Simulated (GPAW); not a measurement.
**STM contrast on 1T-NiSTe monolayer**

Wanted: filled- and empty-state images of 1T-NiSTe monolayer, with its work function.

Main program and level: GPAW 26.7.0; GPAW, PAW setups; layer in a repeated cell with vacuum, relaxation of atoms and in-plane cell, in the first sound run; inputs show where later runs differ.

## (1) The starting structure

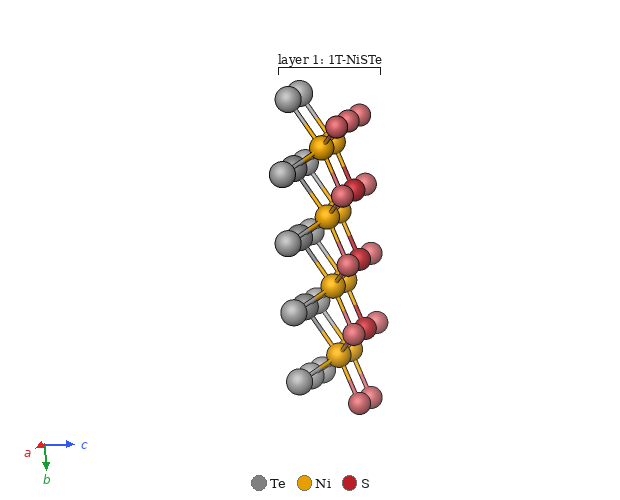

The cell as given, from the side, with the c axis across the page (tellurium grey, nickel orange, sulfur red). 1×3×1 cells are drawn. Some periodic images of atoms are drawn too.

The cell holds 3 atoms: 1 Te, 1 Ni and 1 S. Cell: a = 3.565 Å, b = 3.565 Å, c = 18.341 Å, α = 90.0°, β = 90.0°, γ = 120.0°. Vacuum lies along c.

Structure file:

```cif
data_structure
_symmetry_space_group_name_H-M 'P 1'
_symmetry_Int_Tables_number 1
_cell_length_a 3.5650
_cell_length_b 3.5650
_cell_length_c 18.3414
_cell_angle_alpha 90.000
_cell_angle_beta 90.000
_cell_angle_gamma 120.000
_cell_volume 201.87
loop_
_atom_site_label
_atom_site_type_symbol
_atom_site_fract_x
_atom_site_fract_y
_atom_site_fract_z
_atom_site_occupancy
Te1 Te 0.66667 0.33333 0.43617 1
Ni2 Ni 0.00000 0.00000 0.51507 1
S3 S 0.33333 0.66667 0.56383 1
```

## (2) Relaxation

Forces are removed first; all later runs use this geometry.

Contents of run.py:

```python
import json
import numpy as np
from ase import Atoms
from ase.filters import FrechetCellFilter
from ase.optimize import BFGS
from gpaw import GPAW, PW

slab = Atoms(
    ['Te', 'Ni', 'S'],
    positions=[
        [1.78250, 1.02913, 8.00000],
        [0.00000, 0.00000, 9.44701],
        [-0.00000, 2.05825, 10.34144]],
    cell=[[3.565, 0.0, 0.0], [-1.7825, 3.08738, 0.0], [0.0, 0.0, 18.3414]],
    pbc=[True, True, True])

slab.calc = GPAW(mode=PW(600), xc='PBE', kpts={'size': (9, 9, 1), 'gamma': True},
                 occupations={'name': 'fermi-dirac', 'width': 0.05}, nbands='160%',
                 convergence={'density': 1e-05}, maxiter=200,
                 symmetry={'tolerance': 1e-3}, txt='slab.txt')
result = {}
# The in-plane cell is free; stress needs a cell that repeats along all three vectors
path = []
opt = BFGS(FrechetCellFilter(slab, mask=[1, 1, 0, 0, 0, 1]), maxstep=0.2)
opt.attach(lambda: path.append((slab.get_potential_energy(), slab.positions.tolist(), slab.get_forces().tolist())))
result['relaxed'] = bool(opt.run(fmax=0.02, steps=45))
result['path'] = path
result['cell'] = slab.cell.tolist()
print('in-plane lattice', slab.cell.cellpar().round(4)[[0, 1, 5]])
energy = slab.get_potential_energy()
fermi = slab.calc.get_fermi_level()
v = slab.calc.get_electrostatic_potential().mean((0, 1)) - fermi
n = slab.calc.get_pseudo_density().mean((0, 1))
L = slab.cell[2, 2]
z = np.arange(len(v)) * L / len(v)
low, high = slab.positions[:, 2].min(), slab.positions[:, 2].max()
below, above = np.interp([low - 5.8, high + 5.8], z, v)
slopes = [np.interp(x, z, np.gradient(v, z)) for x in (low - 5.8, high + 5.8)]
eps = np.array([[slab.calc.get_eigenvalues(k, s) for k in range(len(slab.calc.get_ibz_k_points()))]
                for s in range(slab.calc.get_number_of_spins())]) - fermi
top, bottom = eps[eps < 0].max(), eps[eps > 0].min()
dipole = slab.get_dipole_moment()[2]
print(f'energy {energy:.4f} eV, Fermi level {fermi:.4f} eV, dipole {dipole:.5f} e A')
print(f'potential 5.8 A off the faces, from the Fermi level: lower {below:.4f} eV, upper {above:.4f} eV')
print(f'slope of the potential there: lower {slopes[0]:.5f}, upper {slopes[1]:.5f} eV/A')
print(f'nearest levels on the mesh: {top:.4f} and {bottom:.4f} eV')
print('magnetic moment', round(slab.get_magnetic_moment(), 3))
result.update(energy=energy, fermi=fermi, dipole=dipole, below=below, above=above, slopes=slopes, edges=[top, bottom],
              z=z.tolist(), v=v.tolist(), n=n.tolist(), positions=slab.positions.tolist(),
              forces=slab.get_forces(apply_constraint=False).tolist(), moments=slab.get_magnetic_moments().tolist())
json.dump(result, open('result.json', 'w'))
```

Started as:

```sh
OMP_NUM_THREADS=1 OPENBLAS_NUM_THREADS=1 python run.py
```

Output:

```text
Step          Energy          fmax
BFGS:    0      -14.870536        1.347879
BFGS:    1      -14.916742        1.089657
BFGS:    2      -14.997598        0.169099
BFGS:    3      -14.998884        0.146375
BFGS:    4      -15.000808        0.105333
BFGS:    5      -15.001465        0.076653
BFGS:    6      -15.001895        0.105126
BFGS:    7      -15.002352        0.112804
BFGS:    8      -15.003131        0.096216
BFGS:    9      -15.003844        0.056059
BFGS:   10      -15.004169        0.016488
in-plane lattice [  3.5664   3.5664 120.    ]
energy -14.9964 eV, Fermi level -1.5291 eV, dipole -0.12282 e A
potential 5.8 A off the faces, from the Fermi level: lower 4.8331 eV, upper 5.2941 eV
slope of the potential there: lower -0.10975, upper -0.10984 eV/A
nearest levels on the mesh: -0.0456 and 0.0818 eV
magnetic moment 0.0
```

Wall time 6.9 min (1 thread of Arm Neoverse V2, shared host); peak memory 0.35 GiB.

This run has no spin polarisation, although Ni can carry a moment.

Numbers from this step:

* dipole along the normal: -0.1228 e·Å
* levels nearest the Fermi level on the mesh: -0.04559, 0.08184 eV from the Fermi level

The electrostatic potential energy of an electron (without an applied field's), less the Fermi level, planar mean by z:

```
z (Å)  electrostatic potential energy of an electron (without an applied field's), less the Fermi level, planar mean (eV)
    0                                                                                                                5.07
    1                                                                                                                4.96
    2                                                                                                                4.85
    3                                                                                                                4.74
    4                                                                                                                4.63
    5                                                                                                                4.49
    6                                                                                                                4.08
    7                                                                                                              -0.545
    8                                                                                                               -20.6
    9                                                                                                               -6.44
   10                                                                                                               -7.80
   11                                                                                                               -1.75
   12                                                                                                                5.38
   13                                                                                                                5.63
   14                                                                                                                5.54
   15                                                                                                                5.43
   16                                                                                                                5.32
   17                                                                                                                5.21
   18                                                                                                                5.10
```

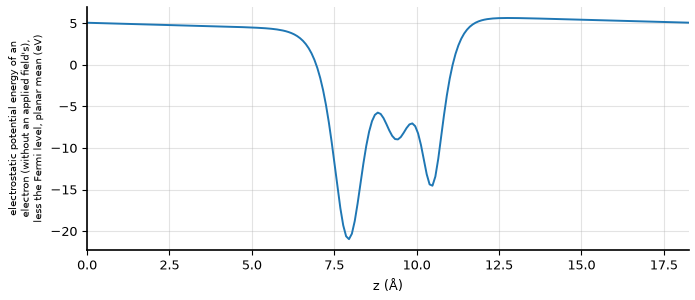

Electrostatic potential energy of an electron (without an applied field's), less the Fermi level, planar mean, plotted against z.

Pseudo valence density, planar mean against z:

```
z (Å)  pseudo valence density, planar mean (e/Å³)
    4                                      6.5e-5
    6                                      0.0136
    8                                       0.136
   10                                       0.575
   12                                      0.0198
   14                                      5.5e-5
```

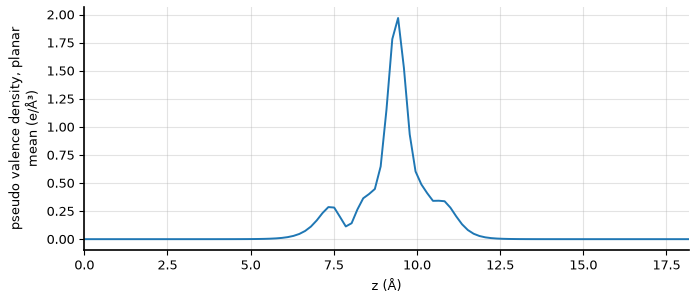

Pseudo valence density, planar mean against z.

The relaxation lowered the energy of the cell by 0.137 eV (energies extrapolated to zero smearing; the optimiser's log prints free energies). The largest force left on a free atom is 0.016 eV/Å.

## (3) Plane waves, PBE

With the geometry fixed, the planar mean of the potential gives the vacuum level on each side.

This step: GPAW, PAW setups; slab in vacuum (GPAW 26.7.0).

The cell differs from the one that the last finished run ended in (c 18.341 → 18.542 Å).

Contents of run.py:

```python
import json
import numpy as np
from ase import Atoms
from ase.dft.stm import STM
from gpaw import GPAW, PW

slab = Atoms(
    ['Te', 'Ni', 'S'],
    positions=[
        [1.78318, 1.02952, 8.00000],
        [-0.00000, -0.00000, 9.45965],
        [-0.00000, 2.05903, 10.54173]],
    cell=[[3.56635, -0.0, 0.0], [-1.78318, 3.08855, 0.0], [0.0, 0.0, 18.5417]],
    pbc=[True, True, False])

slab.calc = GPAW(mode=PW(400), xc='PBE', kpts={'size': (9, 9, 1), 'gamma': True},
                 occupations={'name': 'fermi-dirac', 'width': 0.05}, nbands='160%',
                 convergence={'density': 1e-05}, maxiter=200,
                 poissonsolver={'dipolelayer': 'xy'},
                 symmetry={'tolerance': 1e-3}, txt='slab.txt')
result = {}
energy = slab.get_potential_energy()
fermi = slab.calc.get_fermi_level()
v = slab.calc.get_electrostatic_potential().mean((0, 1)) - fermi
n = slab.calc.get_pseudo_density().mean((0, 1))
L = slab.cell[2, 2]
z = np.arange(len(v)) * L / len(v)
low, high = slab.positions[:, 2].min(), slab.positions[:, 2].max()
below, above = np.interp([low - 5.8, high + 5.8], z, v)
slopes = [np.interp(x, z, np.gradient(v, z)) for x in (low - 5.8, high + 5.8)]
eps = np.array([[slab.calc.get_eigenvalues(k, s) for k in range(len(slab.calc.get_ibz_k_points()))]
                for s in range(slab.calc.get_number_of_spins())]) - fermi
top, bottom = eps[eps < 0].max(), eps[eps > 0].min()
dipole = slab.get_dipole_moment()[2]
print(f'energy {energy:.4f} eV, Fermi level {fermi:.4f} eV, dipole {dipole:.5f} e A')
print(f'potential 5.8 A off the faces, from the Fermi level: lower {below:.4f} eV, upper {above:.4f} eV')
print(f'slope of the potential there: lower {slopes[0]:.5f}, upper {slopes[1]:.5f} eV/A')
print(f'nearest levels on the mesh: {top:.4f} and {bottom:.4f} eV')
print('magnetic moment', round(slab.get_magnetic_moment(), 3))
result.update(energy=energy, fermi=fermi, dipole=dipole, below=below, above=above, slopes=slopes, edges=[top, bottom],
              z=z.tolist(), v=v.tolist(), n=n.tolist(), positions=slab.positions.tolist(),
              forces=slab.get_forces(apply_constraint=False).tolist(), moments=slab.get_magnetic_moments().tolist())

# Images need the states of the whole zone, up to time reversal
slab.calc = slab.calc.fixed_density(symmetry={'point_group': False}, txt='states.txt', nbands='250%',
                                    convergence={'bands': 'CBM+1.3'})
stm = STM(slab)
result['stm'] = []
for bias in [-1.0, 1.0]:
    height = high + 3.5
    current = stm.get_averaged_current(bias, height)
    x, y, h = stm.scan(bias, current)
    i, f = divmod(height / L * stm.ldos.shape[2], 1)
    I = abs((1 - f) * stm.ldos[:, :, int(i)] + f * stm.ldos[:, :, int(i) + 1])
    print(f'bias {bias} V: mean current at 3.5 A {current:.4e}, corrugation {np.ptp(h):.4f} A')
    result['stm'].append(dict(bias=bias, current=current, h=(h - high).tolist(), I=I.tolist()))
json.dump(result, open('result.json', 'w'))
```

Output:

```text
energy -14.9308 eV, Fermi level -1.5830 eV, dipole -0.08929 e A
potential 5.8 A off the faces, from the Fermi level: lower 4.3555 eV, upper 5.8179 eV
slope of the potential there: lower -0.00016, upper -0.00023 eV/A
nearest levels on the mesh: -0.0453 and 0.0812 eV
magnetic moment 0.0
bias -1.0 V: mean current at 3.5 A 1.7371e-05, corrugation 0.2373 A
bias 1.0 V: mean current at 3.5 A 1.2260e-05, corrugation 0.2884 A
```

Run time: 1.7 min. Hardware: 1 thread; peak memory 0.34 GiB.

Numbers from this step:

- dipole along the normal: -0.08929 e·Å
- levels nearest the Fermi level on the mesh: -0.04530, 0.08117 eV from the Fermi level
- upper work function: 5.818 eV
- lower work function: 4.355 eV
- corrugation -1: 0.2373 Å
- corrugation 1: 0.2884 Å

Table of electrostatic potential energy of an electron (without an applied field's), less the Fermi level, planar mean by z:

```
z (Å)  electrostatic potential energy of an electron (without an applied field's), less the Fermi level, planar mean (eV)
    0                                                                                                                5.09
    1                                                                                                                4.36
    2                                                                                                                4.36
    3                                                                                                                4.36
    4                                                                                                                4.35
    5                                                                                                                4.33
    6                                                                                                                4.07
    7                                                                                                               0.277
    8                                                                                                               -20.8
    9                                                                                                               -6.05
   10                                                                                                               -7.24
   11                                                                                                               -3.40
   12                                                                                                                5.36
   13                                                                                                                5.79
   14                                                                                                                5.82
   15                                                                                                                5.82
   16                                                                                                                5.82
   17                                                                                                                5.82
   18                                                                                                                5.82
```

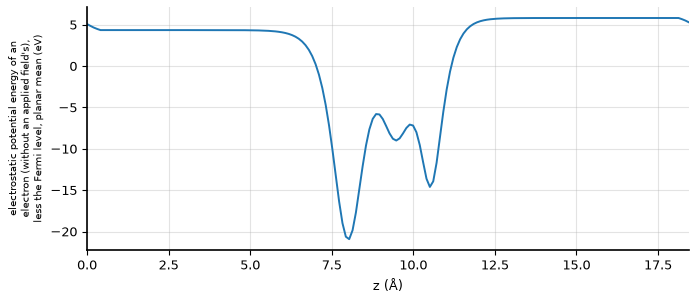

Electrostatic potential energy of an electron (without an applied field's), less the Fermi level, planar mean against z.

The pseudo valence density, planar mean by z:

```
z (Å)  pseudo valence density, planar mean (e/Å³)
    4                                      6.3e-5
    5                                      8.0e-4
    6                                      0.0113
    7                                       0.148
    8                                       0.121
    9                                       0.738
   10                                       0.680
   11                                       0.304
   12                                      0.0245
   13                                     0.00111
   14                                      5.9e-5
```

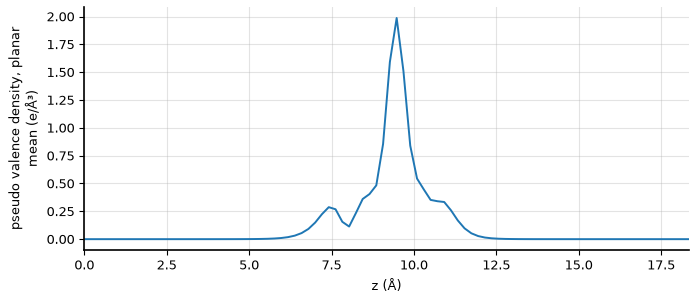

Pseudo valence density, planar mean against z.

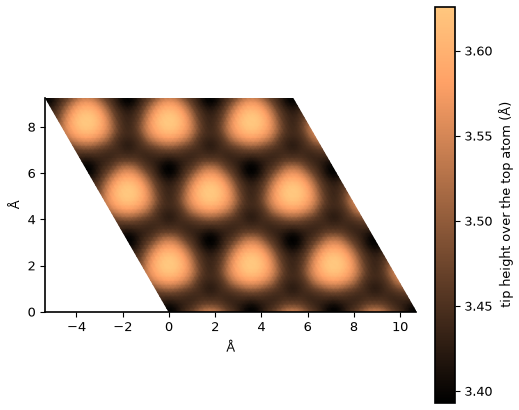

Tip height over the top atom over a1 and a2. Sample bias -1 V, constant current at the mean current 3.5 Å over the top atom. The cell is repeated, with its origin at the lower left corner.

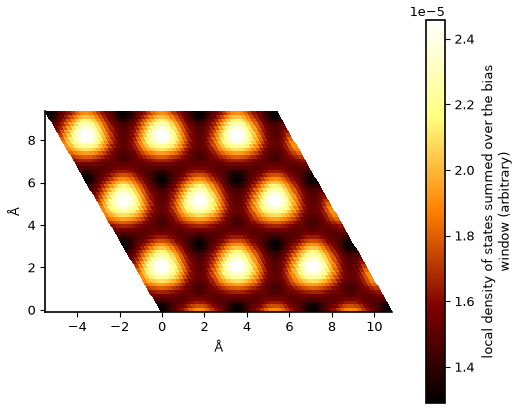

Local density of states summed over the bias window over a1 and a2. Sample bias -1 V, constant height 3.5 Å over the top atom. The cell is repeated, with its origin at the lower left corner.

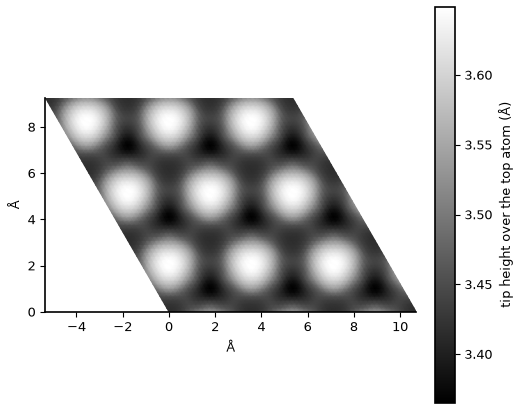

Tip height over the top atom over a1 and a2. Sample bias 1 V, constant current at the mean current 3.5 Å over the top atom. The cell is repeated, with its origin at the lower left corner.

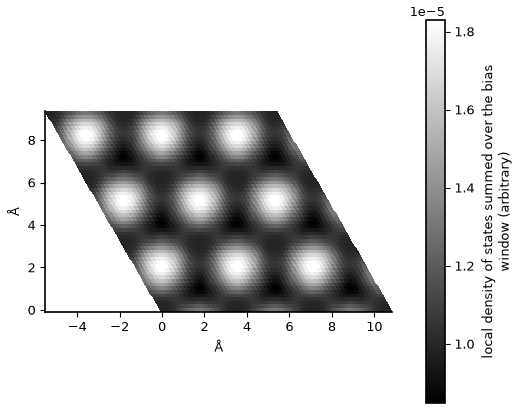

Local density of states summed over the bias window over a1 and a2. Sample bias 1 V, constant height 3.5 Å over the top atom. The cell is repeated, with its origin at the lower left corner.

The potential is flat to 2.3e-4 eV/Å where it is read, so the vacuum is wide enough.

## (4) Results

```yaml
work_function_upper_and_lower_face: 5.818 and 4.355 eV
dipole_along_the_normal: -0.0893 e Å
corrugation_at_minus_1_v: 0.237 Å
corrugation_at_1_v: 0.288 Å
```

**Reading.** The corrugation at constant current is largest at 1 V, where the tip height varies by 0.29 Å over the cell. Negative sample bias images filled states, positive bias empty ones. The two faces differ by 1.5 eV, the step that the slab's dipole makes (e p/(ε0 A) gives 1.5 eV), so the dipole layer is needed. The images are of Tersoff-Hamann type: an s-wave tip, no tip-sample forces, heights closer than in a microscope. The relaxation of atoms and cell ran in a fully periodic cell without the dipole layer, so the atoms of this polar layer felt a small spurious field. The runs had no spin polarisation, so a magnetic state, which thin layers of d-metal atoms can have, wasn't tested. The layer's cell and atoms come from the relaxation; spin-orbit coupling and temperature are left out.

[Logs are printed without paths, hosts, clocks, repeated set-up lines and the standing remarks that a program may print on its own settings, such as how far it seeks lower states.]

[Hosts, paths, dates, database ids (printed as entryN), source tags and the programs' standing remarks are cut or masked in the printed files.]
